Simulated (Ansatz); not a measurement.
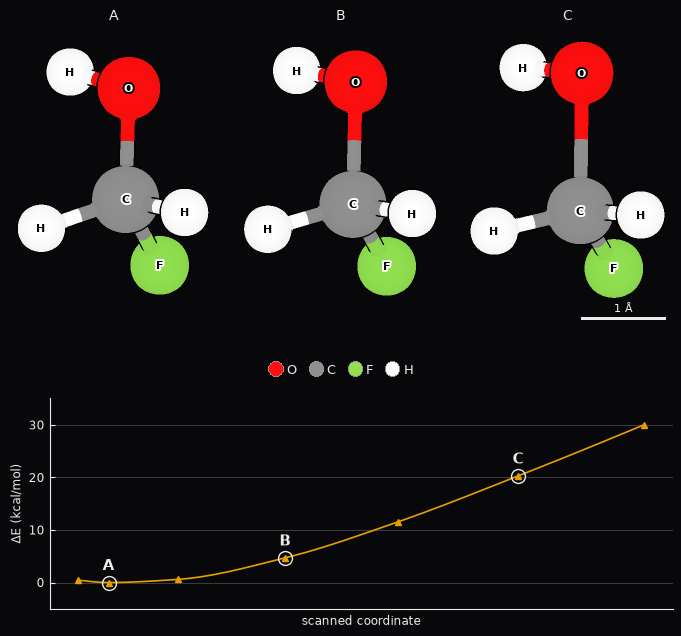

Frames of a one-coordinate scan of CH₃FO. A ball-and-stick model, seen from a free direction.

Level of theory: CCSD(T) (def2-TZVPP, Ansatz), on geometries relaxed under the constraint at PBE0-D4/def2-TZVP. Coupled cluster with a frozen core. Energies are counted from the PBE0-D4/def2-TZVP minimum geometry at the same level.

Q: Which coordinate changes from frame to frame?

A: The O–C bond length is varied, with all other coordinates relaxed. In the frames the distance is 1.370 Å (A), 1.505 Å (B), 1.684 Å (C). Of the computed points the lowest is at the distance 1.370 Å, 0.0 kcal/mol. The curvature at the lowest point is about 34 eV/Å² (5.4 mdyn/Å). The well is steeper on the short side, as for any bond.
